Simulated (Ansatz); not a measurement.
**Correcting a cheap level on N-containing molecules**

The vertical ionisation energy (cation less neutral) in eV of 6 N-containing molecules: x at PBE-D4/def2-TZVPP, y at CCSD(T)/def2-TZVPP. Shapes, held fixed at every level: PBE0-D4/def2-TZVP. Flexible molecules stand in one conformer, not always the lowest. Programs: Ansatz 0.2.0.

| molecule | x (eV) | y (eV) |
| --- | --- | --- |
| InH3(NH3) | 9.31 | 9.71 |
| C2H3N3 (1H-1,2,4-triazole) | 10.18 | 10.30 |
| CH3NO (formamide) | 10.20 | 10.29 |
| BH3(NH3) | 10.31 | ? |
| C2H2N2O (1,3,4-oxadiazole) | 10.57 | 11.09 |
| HCN (hydrogen cyanide) | 13.77 | 13.77 |

Task: Fit y = c + s·x to the known rows and predict y for BH3(NH3).

Result: 
1. Means of the 5 rows: x = 10.8060, y = 11.032.
2. Σ(Δx)² = 11.838, Σ(Δx·Δy) = 10.987, so the slope is 10.987/11.838 = 0.92811.
3. Intercept: 11.032 − (0.92811) × 10.8060 = 1.003. The largest residual of the fit is 0.28.
4. BH3(NH3): 1.003 + 0.92811 × 10.31 = 10.57 eV.

CCSD(T)/def2-TZVPP gives 10.73 eV, so the prediction is off by -0.16 eV, within the largest residual. Uncorrected, PBE-D4/def2-TZVPP misses BH3(NH3) by -0.42 eV, and the other rows by 0.23 on average. The line removes about 60 % of this miss. HCN lies far out in x and weighs most in the slope. Left out in turn, the other rows are missed by 0.22 eV on average, no better than no correction. Cations run unrestricted. For atoms past krypton def2 sets carry core potentials with scalar relativity. Outer-core shells of In are correlated, in sets that cover them unevenly.

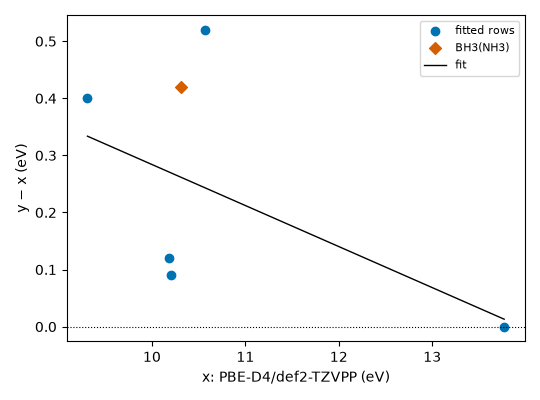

The correction y − x against x, with the fitted line and the withheld molecule.
